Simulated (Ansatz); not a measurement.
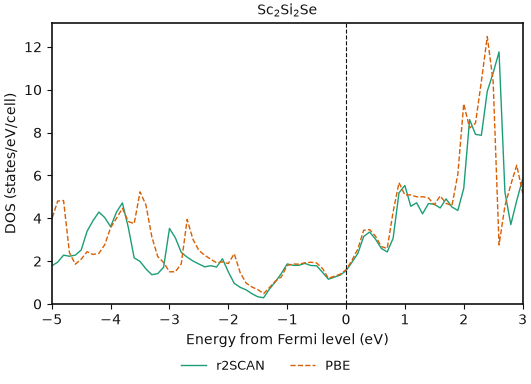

Total densities of states of Sc$_{2}$Si$_{2}$Se, space group P-3m1 (No. 164), 5 atoms in the cell, by two methods on the same cell. Each is counted from its own Fermi level.

> What changes from one method to the other?

r2SCAN gives a metal with about 1.7 states per eV and cell at the Fermi level and PBE gives a metal with about 1.8 states per eV and cell at the Fermi level. In the window shown, the tallest filled peak lies at −3.8 eV in r2SCAN and −3.5 eV in PBE.

Settings. r2SCAN: DFT r2SCAN, scalar-relativistic, plane waves, PAW, no spin polarisation, 12×12×6 k mesh, 500 eV cutoff, Gaussian smearing of 0.1 eV (Ansatz). PBE: DFT PBE, scalar-relativistic, plane waves, PAW, no spin polarisation, 12×12×6 k mesh, 420 eV cutoff (Ansatz).

The structure is an invented one, so it need not be a known or stable phase.
